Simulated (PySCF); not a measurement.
ClH$_{5}$N$_{2}$Si (SMILES N[SiH](N)Cl)

```yaml
atoms:
  - { symbol: Cl, position_ang: [-3.2169, 2.9608, 1.3748] }
  - { symbol: N, position_ang: [-2.2916, -0.1398, 1.2892] }
  - { symbol: N, position_ang: [-0.5828, 1.8646, 0.4613] }
  - { symbol: Si, position_ang: [-1.7826, 1.4594, 1.6131] }
  - { symbol: H, position_ang: [-2.7957, -0.6683, 1.9917] }
  - { symbol: H, position_ang: [-2.5653, -0.4048, 0.3494] }
  - { symbol: H, position_ang: [-1.4475, 1.4907, 3.0635] }
  - { symbol: H, position_ang: [0.2315, 1.2757, 0.3339] }
  - { symbol: H, position_ang: [-0.4093, 2.8302, 0.2116] }
```

Geometry: PBE0-D3(BJ)/def2-SVP.

Level of theory: PySCF, Gaussian-basis quantum chemistry of an isolated molecule with PySCF, energy and nuclear gradient, functional PBE0.

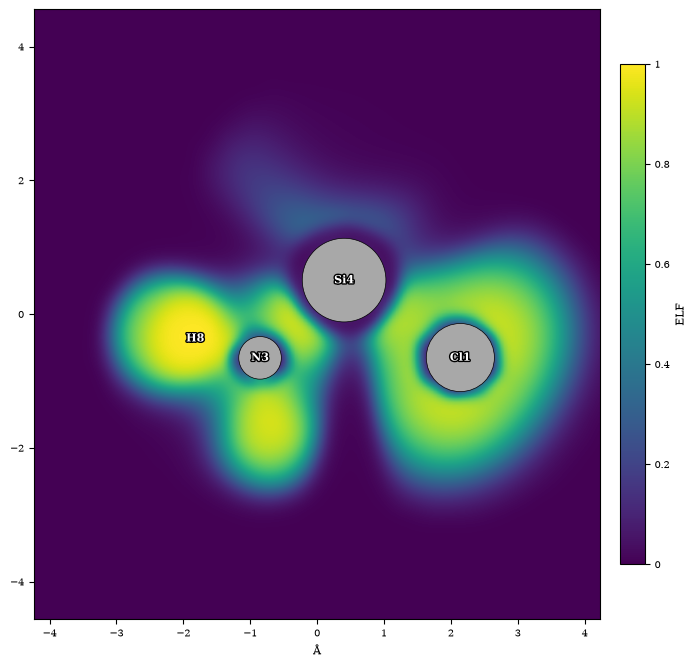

Figure 1. ELF on the plane of atoms Si4, N3 and H8. Grey discs cover the atomic cores.

> Describe what can be read from this map.

Atoms in the plane: Cl, N, Si and H.
Si–N (1.71 Å): the ELF peaks at about 0.90 between the atoms (a shared but strongly polarised pair).
Si–Cl (2.09 Å): the ELF peaks at about 0.85 between the atoms; a shared but strongly polarised pair.
N–H (1.01 Å): the ELF climbs to about 1 towards the hydrogen, as it does in any bond to H (a covalent bond by its length).
The ELF also peaks beside Cl1, away from the bonds: lone-pair regions.

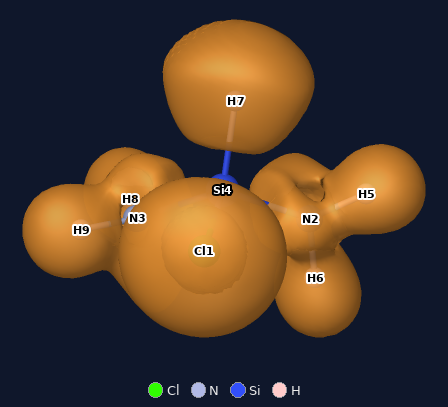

Figure 2. Isosurface of the electron localisation function at 0.75 (orange), seen from one side. Only the valence region is drawn (cores and ρ < 0.01 e/Å³ removed).

> Describe the localisation domains.

At this value the surface marks out one region around a hydrogen nucleus, one region on Cl in which the atom's valence shell and bonds are merged and two joined regions spread over several atoms (H, N), in which their bonds and any lone pairs are merged.

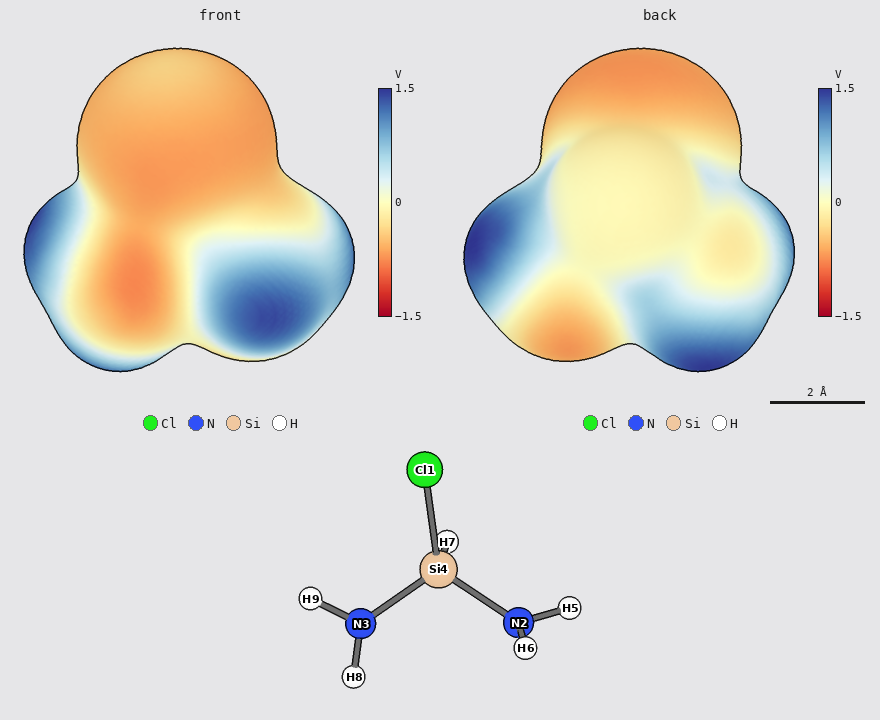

Figure 3. The molecular electrostatic potential painted on the density surface at 0.001 e/bohr³, seen from the front and from behind; the colour scale runs from red (negative) to blue (positive). The bare structure is drawn below in the same view.

> Which sites attract a positive test charge, and which a negative one?

A positive charge is drawn to the negative regions and a negative charge to the positive ones. The most negative region (about −0.8 V) lies over N3, the most positive (about +1.5 V) over H5, H6, H8 and H9.

> What dipole moment does the calculation give?

Its dipole moment is 2.12 D.

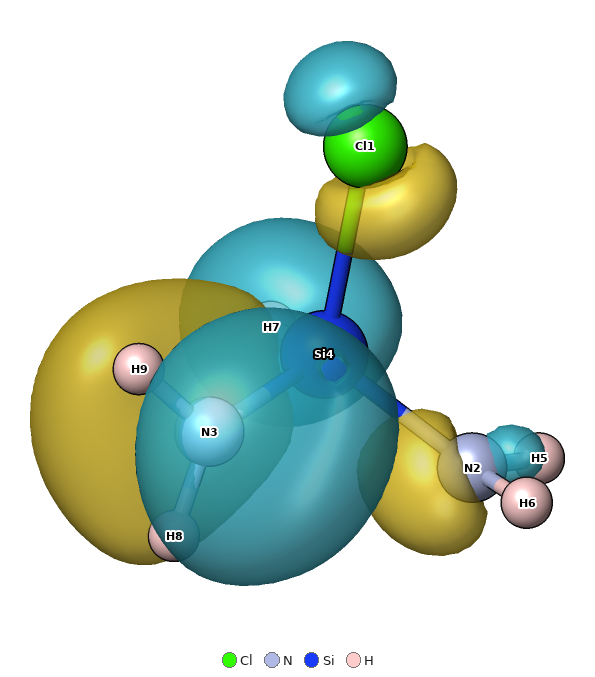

Figure 4. The HOMO at ±0.08 Å⁻³ᐟ² (yellow and cyan are the two phases), seen at a tilt.

> What is the character of this orbital?

Its weight (Hirshfeld) is mainly on N3 (about 65 %), Si4 (about 15 %) and H7 (about 5 %). Its energy is −7.81 eV.
